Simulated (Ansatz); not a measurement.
One crystal and one scan (scan of one atom of the cell) at two levels, PBE (plane waves to 420 eV, PAW, scalar-relativistic; Ansatz, a quantum-chemistry and plane-wave program) and r2SCAN (plane waves to 500 eV, PAW, scalar-relativistic; Ansatz), each from its own relaxed cell and on its own mesh. The cell shown is that of PBE.

Relaxed AlNi (CsCl type):

```
AlNi
1.0
    2.89266     0.00000     0.00000
    0.00000     2.89266     0.00000
    0.00000     0.00000     2.89266
Al Ni
1 1
Direct
  0.00000   0.00000   0.00000
  0.50000   0.50000   0.50000
```

Scan: atom 2 (Ni, nearest neighbour Al at 2.505 Å; its periodic images, 2.9 Å or more away, move with it) is displaced along Cartesian [110], direction (0.707, 0.707, 0.000) in Cartesian axes, by s. The other atoms stay.

E stands for the smeared free energy. AlNi is run without spin polarisation. AlNi was relaxed with its symmetry unable to fall. The PAW data are Ansatz's earlier set. With partly filled bands, energies and forces of such displacements shift with the k mesh and the smearing. Percentages come from the unrounded values.

```
quantity                                                            PBE  r2SCAN     PBE − r2SCAN
----------------------------------------------------------------  -----  ------  ---------------
Lattice constant a (Å)                                            2.893   2.863  +0.030 (+1.0 %)
Force constant k = d²E/ds² at s = 0 (finite differences) (eV/Å²)   5.66    6.46    -0.80 (-12 %)
Zone-centre optical wavenumber from k (cm⁻¹)                        288     308     -20 (-6.4 %)
```

PBE gives the higher value for: lattice constant a. PBE gives the lower value for: force constant k = d²E/ds² at s = 0; zone-centre optical wavenumber from k. Both give the same shape of the curve: a single well with its minimum at or next to zero displacement. Neither level is exact: the differences show how much the result hangs on the functional.

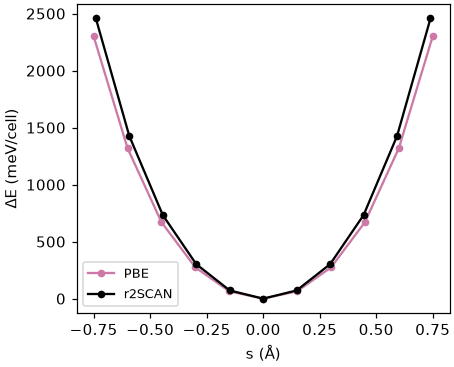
Figure: ΔE, each from the undisplaced structure of its own level.

(For displaced atoms, the force is minus the slope of the energy, and its curvature is a force constant, which sets phonon frequencies.)
